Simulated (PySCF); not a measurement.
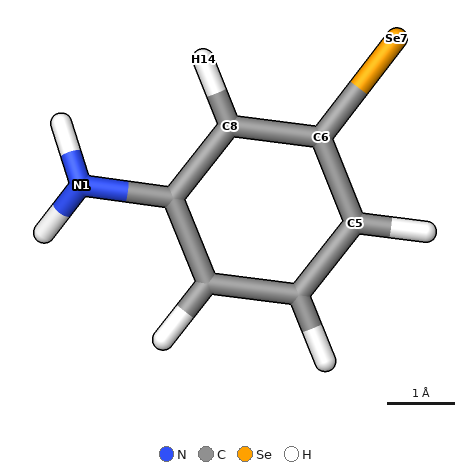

*The input geometry (stick view, seen on its broad side; atoms are numbered from 1 in the order of the input).*

Bond lengths as drawn: C–C 1.38 to 1.39 Å, C–H 1.08 Å, C–N 1.41 Å, C–Se 1.88 Å and H–N 1.01 Å.

**Excited-state calculation, with input and output: C6H6NSe (charge −1)**

The run: excited-state calculation of C6H6NSe, charge −1, SMILES Nc1cccc([Se-])c1. Method and program: TDA PBE0/def2-SVPD, vertical, gas phase, core orbitals frozen in the response (PySCF 2.14.0).

The geometry comes from this level: GFN2-xTB. It belongs to a series of runs on one base structure; here: PBE0/def2-SVPD; 6 states, TDA; grid level 4; aux def2-universal-jkfit.

The input
```
{"job": {"kind": "uv", "xc": "PBE0", "basis": "def2-SVPD", "nstates": 6, "ntriplets": 5, "tda": true, "scf": {"aux": "def2-universal-jkfit"}, "grid": 4}, "charge": -1, "multiplicity": 1}
N      2.305762     0.291038    -0.319408
C      0.927321     0.080814    -0.132177
C      0.420308    -1.213072    -0.057484
C     -0.946753    -1.403494     0.064464
C     -1.808657    -0.329123     0.120745
C     -1.308606     0.968171     0.049359
Se    -2.467428     2.448565     0.150385
C      0.059653     1.160637    -0.078678
H      2.603158     1.212581    -0.029531
H      2.882097    -0.435487     0.083370
H      1.096928    -2.059216    -0.091856
H     -1.339533    -2.412506     0.123263
H     -2.873142    -0.477896     0.226725
H      0.448212     2.168515    -0.131344
```

The first line tells a small driver script what to run in PySCF; the rest is the geometry in Å.

Run as:
```bash
OMP_NUM_THREADS=1 python <driver script> task.json out
```

The program's output
```
final grid: 323960 points
cycle   1  E = -2687.4131411411  dE =  4.188e-01  |g| = 4.980e-01  |ddm| = 1.343e+01
cycle   2  E = -2687.3860758163  dE =  2.707e-02  |g| = 6.128e-01  |ddm| = 5.189e+00
cycle   3  E = -2687.5038083462  dE = -1.177e-01  |g| = 1.664e-01  |ddm| = 3.140e+00
cycle   4  E = -2687.5097528937  dE = -5.945e-03  |g| = 6.068e-02  |ddm| = 5.411e-01
cycle   5  E = -2687.5106995608  dE = -9.467e-04  |g| = 1.421e-02  |ddm| = 2.198e-01
cycle   6  E = -2687.5107308600  dE = -3.130e-05  |g| = 4.314e-03  |ddm| = 8.071e-02
cycle   7  E = -2687.5107362923  dE = -5.432e-06  |g| = 9.393e-04  |ddm| = 2.036e-02
cycle   8  E = -2687.5107365658  dE = -2.735e-07  |g| = 3.516e-04  |ddm| = 4.324e-03
cycle   9  E = -2687.5107365979  dE = -3.205e-08  |g| = 9.508e-05  |ddm| = 1.696e-03
cycle  10  E = -2687.5107366005  dE = -2.661e-09  |g| = 3.338e-05  |ddm| = 5.724e-04
cycle  11  E = -2687.5107366008  dE = -3.038e-10  |g| = 1.411e-05  |ddm| = 1.625e-04
converged SCF energy = -2687.5107366008

Static polarisability (au): isotropic 137.389, principal 86.774 133.989 191.402

Singlet excitations
state   eV       nm        f      main configurations
  1   3.3273    372.6   0.00073   H-1->L+1 0.93
  2   3.3438    370.8   0.00219   H->L 0.85, H->L+1 0.09
  3   3.4963    354.6   0.06191   H->L+1 0.56, H-1->L 0.18, H->L+2 0.08
  4   3.5489    349.4   0.01999   H-1->L 0.70, H->L+1 0.13
  5   3.7704    328.8   0.00829   H-1->L+2 0.52, H-1->L+3 0.24, H->L+2 0.09
  6   3.7848    327.6   0.05019   H->L+2 0.59, H->L+4 0.11, H-1->L+2 0.10

Triplet excitations (Tamm-Dancoff, eV): 2.8250 3.1969 3.2471 3.4123 3.4981
```

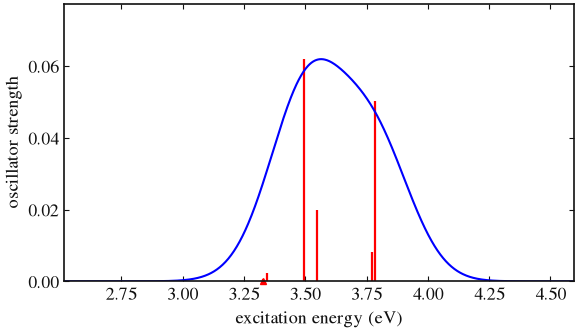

*Computed excitations as sticks (degenerate states added up, dark ones marked on the axis), with a Gaussian envelope of 0.35 eV full width at half maximum, scaled to the tallest.*

Of the 6 states the lowest lies at 3.33 eV (f = 0.001); the strongest line is at 3.50 eV, or 355 nm (f = 0.062).

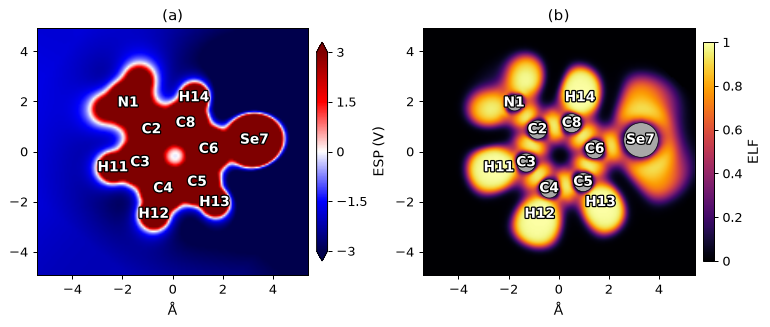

*(a) electrostatic potential; (b) ELF on the plane of atoms C4, C5 and H13. Grey discs, where drawn, cover atomic cores.*

Atoms in the plane: N, C, Se and H. C–C (1.38 Å): the ELF peaks at about 0.95 between the atoms, as expected for localised, shared-pair bonding. C–Se (1.88 Å): the ELF peaks at about 0.90 between the atoms, which marks a covalent bond.

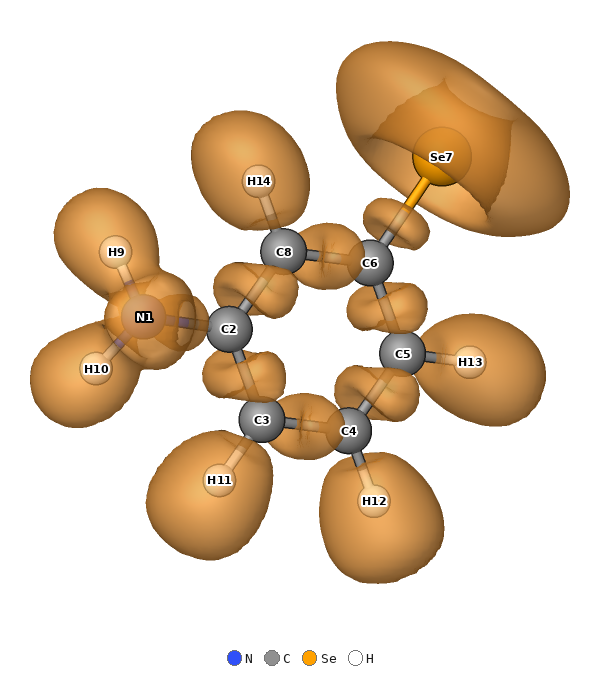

*Isosurface of the electron localisation function at 0.75 (orange), seen at an oblique angle. Only the valence region is drawn (cores and ρ < 0.01 e/Å³ removed).*

Values along the shortest contacts: C–C (1.38 Å): the ELF peaks at about 0.95 between the atoms, which marks a shared electron pair.

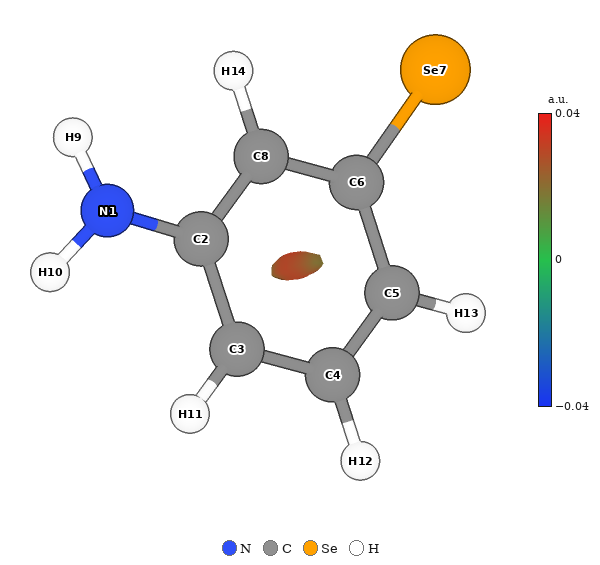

*Non-covalent interaction (NCI) plot: the surface where the reduced density gradient is 0.5, for densities under 0.05 a.u., coloured by sign(λ₂)ρ; seen at a tilt.*

Results in brief

```csv
quantity,value
outcome,converged
total energy,−2687.510737 hartree
HOMO,−0.46 eV
LUMO,3.61 eV
mean polarisability,137.39 a.u.
lowest singlet excitation,3.33 eV
hardware,"1 CPU thread, shared host"
wall time,54 s
peak memory,0.95 GiB
```

Notes

Settings chosen away from the usual ones: PBE0/def2-SVPD; 6 states, TDA; grid level 4; aux def2-universal-jkfit. Spin–orbit coupling is left out, which matters for the heavy atoms.
